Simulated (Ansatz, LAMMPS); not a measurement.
# Local environments in amorphous Si (60 atoms)

Density of this cell: 2.24 g/cm³. The cell holds 60 atoms: 60 Si. Cell: a = 10.763 Å, b = 10.763 Å, c = 10.763 Å, α = 90.0°, β = 90.0°, γ = 90.0°. The starting structure: 60 atoms (60 Si) placed at random at 2.24 g/cm³, melted at 2500 K for 10 ps at fixed volume with the EDIP (Justo, Bazant, Kaxiras, Bulatov and Yip, Phys. Rev. B 58, 2539 (1998)). Quenched from 2500 K to 300 K at 5 K/ps and fixed volume, held 5 ps.

Method: Kohn-Sham DFT, PBE, PAW (set soft_2), plane waves (Ansatz 0.2.0; cutoff 420 eV, Γ point, gaussian smearing of 0.05 eV), at the last frame of 876 fs of DFT dynamics near 611 K.

The whole cell was solved; only parts of it are printed.

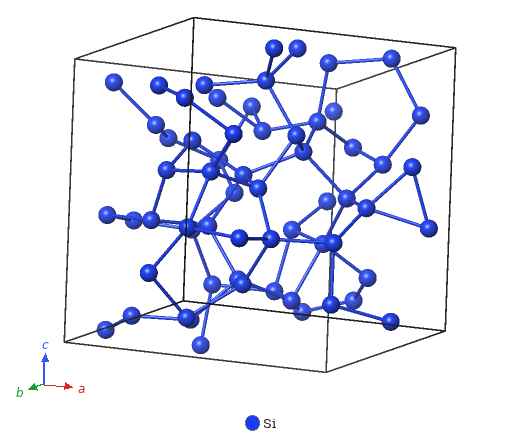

The whole cell (silicon blue). Bonds to atoms that aren't drawn are left out. Some periodic images of atoms are drawn too.

Local excerpt of 34 atoms (numbers count through the whole input) about Si26, which has 3 bonded neighbours where the commonest count for Si is 4; x, y, z are measured from there.

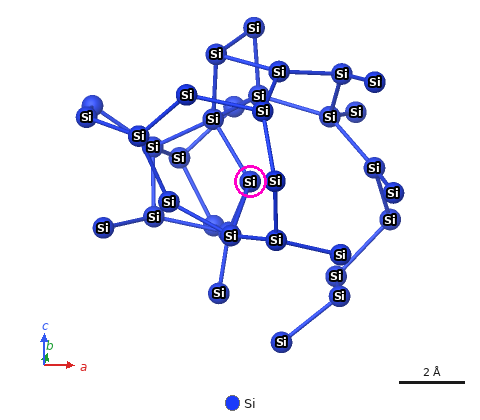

The atoms of the table, within 5.6 Å (arrows a, b, c point along x, y, z); some may hide others; the central atom is ringed.

```
atom      x      y      z  distance (Å)  bonds  Löwdin charge (e)     Fx     Fy  Fz (eV/Å)
Si26   0.00   0.00   0.00          0.00      3              -0.08   0.34  -0.41      -0.26
Si25  -1.27   1.02   1.71          2.36      4               0.07  -1.19  -0.49      -0.56
Si39  -0.73   1.17  -1.94          2.38      4               0.04  -0.49   0.35      -0.28
Si51  -0.42  -2.01  -1.27          2.42      4               0.10  -0.57   1.43      -0.73
Si12  -2.37  -2.13  -0.23          3.19      3               0.09  -1.79   0.47       0.87
Si52  -3.04   0.73  -1.42          3.43      4               0.09  -0.30  -0.57      -1.19
Si57   0.01   2.85   2.08          3.52      4               0.06   1.09   0.07      -0.16
 Si2  -0.86  -0.64  -3.47          3.63      4               0.08   1.65  -0.79       0.70
Si21   2.27   2.39   1.60          3.66      4               0.02  -0.29  -0.73       0.31
 Si5  -3.20   1.75   0.55          3.69      4               0.03   0.34   0.77       1.09
Si32   1.12  -3.59  -0.98          3.88      4               0.03  -0.62  -0.70      -0.47
Si11   0.88  -0.72   3.73          3.90      4               0.05   0.07   0.13       0.31
Si59   3.80   0.98   0.35          3.94      4               0.08  -0.11   1.76      -0.16
Si44  -1.17   0.39   3.94          4.12      4               0.06   0.19  -0.57       0.43
Si49   3.06  -2.56  -1.61          4.30      4               0.03   0.53   0.76      -0.37
Si19   0.56  -3.03   3.00          4.30      4               0.06  -0.49   0.09       0.59
Si56   2.73   0.79   3.37          4.41      4               0.04  -0.50   0.59       0.15
Si48  -1.37   3.52  -2.31          4.43      4               0.05   0.26  -0.10      -0.17
Si53   2.92  -0.70  -3.40          4.53      4               0.03  -0.56  -0.28       0.79
Si24   2.62   1.72  -3.35          4.59      4               0.07   0.45  -0.39       0.16
Si20  -3.33  -2.56   1.93          4.62      4               0.05   0.83   0.53      -0.54
Si15  -2.51   3.94  -0.28          4.68      4               0.06  -0.22  -0.48      -0.20
 Si7   4.57  -1.16   0.09          4.71      4               0.08  -0.93  -1.38      -0.39
Si33   1.10  -4.45   1.11          4.72      4               0.07  -0.78  -1.24       0.72
 Si3  -4.46  -1.26  -1.36          4.83      4              -0.01   2.11  -0.54      -1.11
Si13  -0.90   4.75   1.23          4.99      4               0.02  -0.16   0.99       0.40
Si42  -0.16   2.45   4.34          4.99      4               0.05  -0.31   0.26       0.29
Si34   4.23   2.31  -1.60          5.08      4               0.07  -0.97  -0.94       0.00
 Si1   1.19  -1.43  -4.77          5.12      4               0.04  -1.08   0.15       0.40
Si47  -1.80  -3.37   3.51          5.18      4               0.05   0.50   0.11       0.14
Si29   3.92  -1.22   3.63          5.48      4               0.07   0.44  -0.05      -0.22
Si30  -5.07   1.28   1.92          5.57      4               0.01   0.23  -0.21      -0.65
Si55  -5.08  -1.07   2.12          5.60      4               0.05   0.16   0.03       0.21
 Si8   2.91   4.64   1.23          5.61      4               0.05   0.76   0.34       0.58
```

The column of bonds counts only the pairs Si-Si within 2.83 Å; other neighbours, such as metal atoms beside each other in a compound, aren't counted, and periodic images can show an atom twice.

Local excerpt of 39 atoms (numbers count through the whole input) about Si17, which bears the longest force; x, y, z are measured from there.

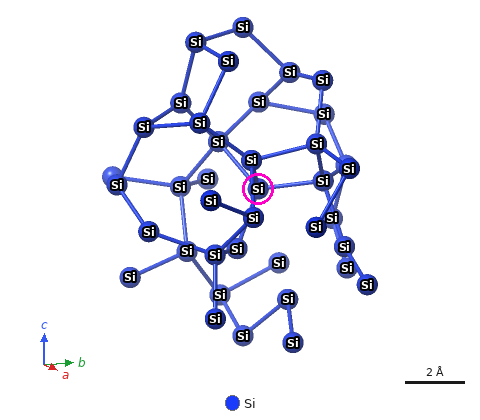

The atoms of the table, within 5.7 Å (arrows a, b, c point along x, y, z); some may hide others; the central atom is ringed.

```
atom      x      y      z  distance (Å)  bonds  Löwdin charge (e)     Fx     Fy  Fz (eV/Å)
Si17   0.00   0.00   0.00          0.00      4               0.05  -0.53  -0.73       2.68
Si54   0.03  -0.79  -2.04          2.19      4               0.02  -0.57  -0.17      -2.43
Si20   1.06   1.99   0.33          2.28      4               0.05   0.83   0.53      -0.54
 Si6   1.83  -0.92   1.33          2.44      4               0.02   0.46  -0.60      -0.75
Si40  -1.94  -0.74   1.39          2.50      4               0.06  -0.13   0.09      -1.11
Si47   2.58   1.18   1.90          3.42      4               0.05   0.50   0.11       0.14
Si15   1.87  -2.28  -1.88          3.50      4               0.06  -0.22  -0.48      -0.20
Si55  -0.69   3.48   0.51          3.58      4               0.05   0.16   0.03       0.21
Si12   2.01   2.42  -1.84          3.65      3               0.09  -1.79   0.47       0.87
Si50  -2.27  -1.77  -2.44          3.77      4               0.04   0.43   1.43       0.04
Si13   3.48  -1.46  -0.37          3.80      4               0.02  -0.16   0.99       0.40
 Si8  -3.47  -1.58  -0.37          3.83      4               0.05   0.76   0.34       0.58
Si14   0.39   0.94  -3.85          3.99      4               0.03  -0.49  -0.12       1.51
 Si9  -1.17  -2.41   2.95          3.99      4               0.05  -0.75  -0.78       0.80
Si18  -2.92   1.10   2.51          4.00      4               0.05   1.85  -0.22      -0.63
 Si7  -1.81   3.39  -1.51          4.14      4               0.08  -0.93  -1.38      -0.39
Si37  -0.93   1.50   3.83          4.22      4               0.01   0.26  -0.54       0.22
 Si3  -0.08   3.29  -2.97          4.43      4              -0.01   2.11  -0.54      -1.11
Si41   2.04  -2.90   2.78          4.51      4               0.08   0.46   0.81      -0.53
Si35   1.55   1.79   3.92          4.58      4               0.08  -0.21  -1.53      -0.44
Si29  -2.46   3.33   2.02          4.61      4               0.07   0.44  -0.05      -0.22
 Si5   1.19  -4.46  -1.05          4.73      4               0.03   0.34   0.77       1.09
Si43   0.14  -4.25   2.41          4.89      4               0.06  -0.06   0.21       0.50
Si30  -0.69  -4.94   0.32          4.99      4               0.01   0.23  -0.21      -0.65
Si49  -3.32   1.99  -3.22          5.04      4               0.03   0.53   0.76      -0.37
 Si4  -3.08  -0.26  -4.17          5.19      4               0.05   0.71   0.21       0.34
Si33  -5.28   0.10  -0.49          5.31      4               0.07  -0.78  -1.24       0.72
Si19   4.95   1.52   1.40          5.36      4               0.06  -0.49   0.09       0.59
Si46  -1.10  -0.15  -5.29          5.41      4               0.06  -0.16   0.94       0.42
Si34  -2.15  -3.91  -3.21          5.49      4               0.07  -0.97  -0.94       0.00
Si33   5.48   0.10  -0.49          5.50      4               0.07  -0.78  -1.24       0.72
Si51   3.96   2.54  -2.87          5.51      4               0.10  -0.57   1.43      -0.73
Si28   1.93  -1.81   4.85          5.53      4               0.05   1.02   0.03       0.48
Si22   2.30   0.43  -5.03          5.55      4               0.03   0.41  -0.07      -0.56
Si57   4.39  -3.37   0.47          5.55      4               0.06   1.09   0.07      -0.16
Si46  -1.10  -0.15   5.47          5.58      4               0.06  -0.16   0.94       0.42
Si21  -4.11  -3.82   0.00          5.61      4               0.02  -0.29  -0.73       0.31
Si48   3.02  -2.69  -3.91          5.63      4               0.05   0.26  -0.10      -0.17
Si16  -0.22  -2.21   5.21          5.66      4               0.03  -1.06  -0.20      -0.60
```

The column of bonds counts only the pairs Si-Si within 2.83 Å; other neighbours, such as metal atoms beside each other in a compound, aren't counted, and periodic images can show an atom twice.

Local excerpt of 46 atoms (numbers count through the whole input) about Si33, picked at random; x, y, z are measured from there.

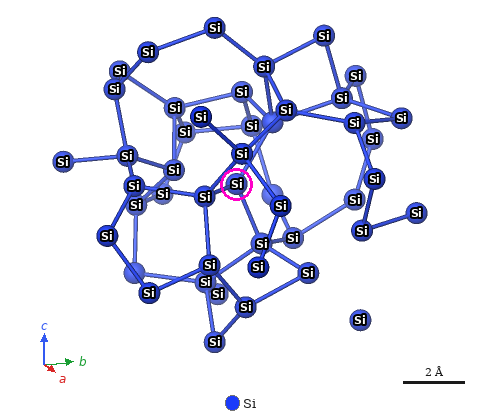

The atoms of the table, within 6.1 Å (arrows a, b, c point along x, y, z); some may hide others; the central atom is ringed.

```
atom      x      y      z  distance (Å)  bonds  Löwdin charge (e)     Fx     Fy  Fz (eV/Å)
Si33   0.00   0.00   0.00          0.00      4               0.07  -0.78  -1.24       0.72
Si32   0.02   0.86  -2.10          2.27      4               0.03  -0.62  -0.70      -0.47
Si19  -0.53   1.42   1.89          2.42      4               0.06  -0.49   0.09       0.59
 Si8   1.82  -1.68   0.12          2.48      4               0.05   0.76   0.34       0.58
Si13  -2.00  -1.56   0.12          2.54      4               0.02  -0.16   0.99       0.40
Si51  -1.52   2.44  -2.38          3.73      4               0.10  -0.57   1.43      -0.73
Si57  -1.09  -3.47   0.96          3.76      4               0.06   1.09   0.07      -0.16
Si49   1.96   1.89  -2.73          3.85      4               0.03   0.53   0.76      -0.37
Si23  -1.22  -0.70  -3.60          3.86      4               0.06   0.47   0.33      -0.15
Si47  -2.89   1.08   2.40          3.91      4               0.05   0.50   0.11       0.14
Si40   3.34  -0.84   1.88          3.92      4               0.06  -0.13   0.09      -1.11
Si18   2.37   1.00   3.00          3.95      4               0.05   1.85  -0.22      -0.63
Si50   3.01  -1.87  -1.94          4.05      4               0.04   0.43   1.43       0.04
Si21   1.17  -3.92   0.49          4.12      4               0.02  -0.29  -0.73       0.31
Si31   0.42   0.83   4.06          4.17      4               0.04  -0.96   0.37       0.14
 Si6  -3.65  -1.02   1.82          4.21      4               0.02   0.46  -0.60      -0.75
 Si4   2.20  -0.36  -3.68          4.30      4               0.05   0.71   0.21       0.34
Si12  -3.47   2.32  -1.35          4.38      3               0.09  -1.79   0.47       0.87
Si15  -3.61  -2.38  -1.39          4.54      4               0.06  -0.22  -0.48      -0.20
Si11  -0.22   3.73   2.62          4.56      4               0.05   0.07   0.13       0.31
Si26  -1.10   4.45  -1.11          4.72      3              -0.08   0.34  -0.41      -0.26
Si20  -4.42   1.89   0.82          4.88      4               0.05   0.83   0.53      -0.54
 Si7   3.47   3.29  -1.02          4.89      4               0.08  -0.93  -1.38      -0.39
Si29   2.82   3.23   2.52          4.97      4               0.07   0.44  -0.05      -0.22
Si48  -2.46  -2.79  -3.42          5.05      4               0.05   0.26  -0.10      -0.17
Si42  -1.26  -3.86   3.23          5.19      4               0.05  -0.31   0.26       0.29
Si17   5.28  -0.10   0.49          5.31      4               0.05  -0.53  -0.73       2.68
Si60   0.53  -0.93  -5.22          5.33      4               0.04  -0.90  -0.92       0.61
Si17  -5.48  -0.10   0.49          5.50      4               0.05  -0.53  -0.73       2.68
Si22  -3.18   0.33  -4.54          5.55      4               0.03   0.41  -0.07      -0.56
Si54   5.31  -0.89  -1.54          5.60      4               0.02  -0.57  -0.17      -2.43
Si41  -3.44  -3.00   3.27          5.62      4               0.08   0.46   0.81      -0.53
Si60   0.53  -0.93   5.54          5.64      4               0.04  -0.90  -0.92       0.61
Si54  -5.45  -0.89  -1.54          5.74      4               0.02  -0.57  -0.17      -2.43
 Si1   0.09   3.02   4.88          5.74      4               0.04  -1.08   0.15       0.40
Si34   3.13  -4.01  -2.71          5.77      4               0.07  -0.97  -0.94       0.00
Si55   4.59   3.38   1.00          5.79      4               0.05   0.16   0.03       0.21
Si10   0.34  -3.19   4.82          5.79      4               0.01   0.45  -0.12       0.12
Si25  -2.37  -5.30   0.59          5.83      4               0.07  -1.19  -0.49      -0.56
 Si9   4.11  -2.51   3.44          5.92      4               0.05  -0.75  -0.78       0.80
Si56   1.63   5.24   2.26          5.93      4               0.04  -0.50   0.59       0.15
Si25  -2.37   5.47   0.59          5.99      4               0.07  -1.19  -0.49      -0.56
Si59   2.70  -5.34  -0.76          6.03      4               0.08  -0.11   1.76      -0.16
Si44  -2.27   4.84   2.82          6.05      4               0.06   0.19  -0.57       0.43
Si59   2.70   5.43  -0.76          6.11      4               0.08  -0.11   1.76      -0.16
Si53   1.82   3.75  -4.51          6.14      4               0.03  -0.56  -0.28       0.79
```

The column of bonds counts only the pairs Si-Si within 2.83 Å; other neighbours, such as metal atoms beside each other in a compound, aren't counted, and periodic images can show an atom twice.

Neighbours are counted within 2.83 Å (Si-Si), the cutoffs taken from the dynamics.

Length of the force by element and coordination:

```
element  coordination  atoms  mean length of the force (eV/Å)  spread  least  most
     Si           all     60                             1.13   0.562  0.267  2.83
     Si             3      2                             1.32   0.726  0.592  2.04
     Si             4     58                             1.12   0.555  0.267  2.83
```

The mean of these charges, 0.046 e, is only the charge that the projection spills.

Löwdin charges by element and coordination (they lack the spilled electrons, 0.046 e an atom on average):

```
element  coordination  atoms  mean charge (e)  spread    least    most
     Si           all     60           0.0464  0.0277  -0.0783  0.0998
     Si             3      2           0.0036  0.0819  -0.0783  0.0855
     Si             4     58           0.0479  0.0222  -0.0067  0.0998
```

The quench rate of 5 K/ps is many orders above laboratory rates, so the cell is likely richer in defects and strain than a real sample. The network of bonds at the start is that of the classical potential that made the cell, and needn't be the one that DFT or experiment would give. Only the Γ point is sampled, in a cell whose shortest periodic width is 11 Å. The Löwdin charges lack the electrons that the projection spills, 0.046 e an atom on average.

[Logs are printed without paths, hosts, clocks, repeated set-up lines and the standing remarks that a program may print on its own settings, such as how far it seeks lower states.]

[Hosts, paths, dates, database ids (printed as entryN), source tags and the programs' standing remarks are cut or masked in the printed files.]
